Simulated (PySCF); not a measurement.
SMILES O[Si](O)(O)N[Si](F)(F)F (H4F3NO3Si2) at its PBE0/def2-SVP optimised geometry (Å):

```
13

Si    -0.1608     0.0308     0.0000
F      1.4501     0.0308     0.0000
F     -0.5709     1.5775     0.0000
F     -0.6608    -0.5972     1.3828
N     -0.7688    -0.8537    -1.3004
Si    -0.2129    -0.7238    -2.9408
O     -1.2539    -0.0209    -4.0037
O      0.0019    -2.2723    -3.4470
O      1.1203     0.2454    -2.8840
H     -1.4501    -1.5775    -1.0870
H     -1.2427     0.9401    -4.0414
H     -0.0264    -2.4035    -4.3997
H      1.7934     0.0490    -2.2226
```

Computed with PBE0/def2-TZVP in PySCF. Cells within 0.4 Å of a nucleus heavier than hydrogen are left out (blank, or x).

Map of the Laplacian of the electron density (e/bohr⁵), clipped to [-1.50, 1.50] on the plane z = 0.0 Å:

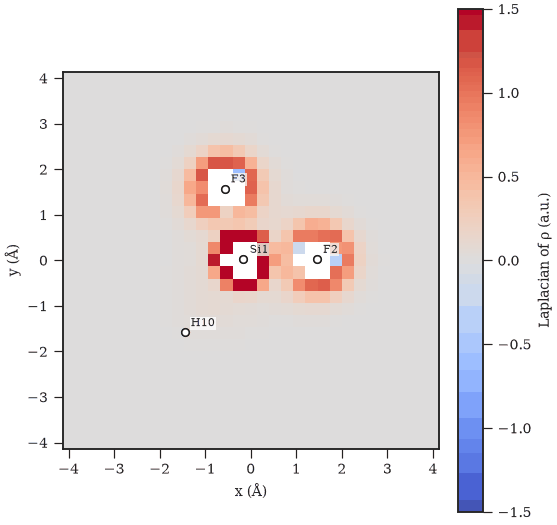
Laplacian of the electron density (e/bohr⁵), clipped to [-1.50, 1.50] on the plane z = 0.0 Å.
